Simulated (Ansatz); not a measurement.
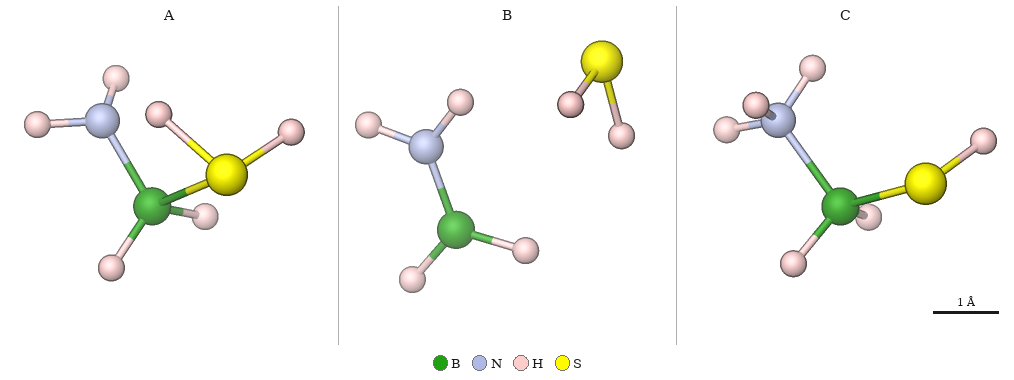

Three geometries of BNH₆S: a saddle point and the two minima that it joins, in shuffled order. A ball-and-stick model, seen from a free direction. Sticks join atoms that are closer than about 1.2 times the sum of their covalent radii (a little more with hydrogen).

Stationary points at PBE0-D4/def2-TZVP, single-point energies with CCSD(T)/CBS, BLYP-D4, PBE0-D4, r2SCAN-D4 (def2-TZVPP where no basis is named; Ansatz 0.2.0). The energies are electronic, without zero-point or thermal terms, and both ends are the minima reached downhill from the saddle, with any fragments still in contact. CCSD(T)/CBS stands for a frozen-core estimate: MP2 correlation extrapolated from def2-TZVPP and def2-QZVPP, CCSD(T) minus MP2 from the smaller set.

Identify the saddle point and describe the reaction.

Answer. Frame A is the saddle point. Counted by bonded pieces, B holds BH₄N + H₂S and C holds BH₃S + NH₃. From B over the saddle to C, bonds form: B–S (4.05 → 2.17 → 1.89 Å), H–N (3.77 → 1.51 → 1.02 Å). Bonds break: B–N (1.38 → 1.53 → 1.64 Å), H–S (1.34 → 1.50 → 2.92 Å). The saddle has one imaginary mode, 1005i cm⁻¹. With CCSD(T)/CBS the barrier is 103.9 kJ/mol from B and 133.0 kJ/mol from C, and C lies 29.1 kJ/mol below B.

```csv
level,barrier from B (kJ/mol),barrier from C (kJ/mol),C less B (kJ/mol)
CCSD(T)/CBS,103.9,133.0,−29.1
BLYP-D4,96.5,109.0,−12.6
PBE0-D4,82.3,122.3,−40.0
r2SCAN-D4,82.0,116.8,−34.8
```

Against CCSD(T)/CBS, BLYP-D4 comes closest on the barrier from B (−7.4 kJ/mol) and r2SCAN-D4 misses most (−21.9 kJ/mol).

Limits of the set-up: the start holds two separate molecules, 2.5 Å apart at their closest, whose relative position is a soft coordinate.
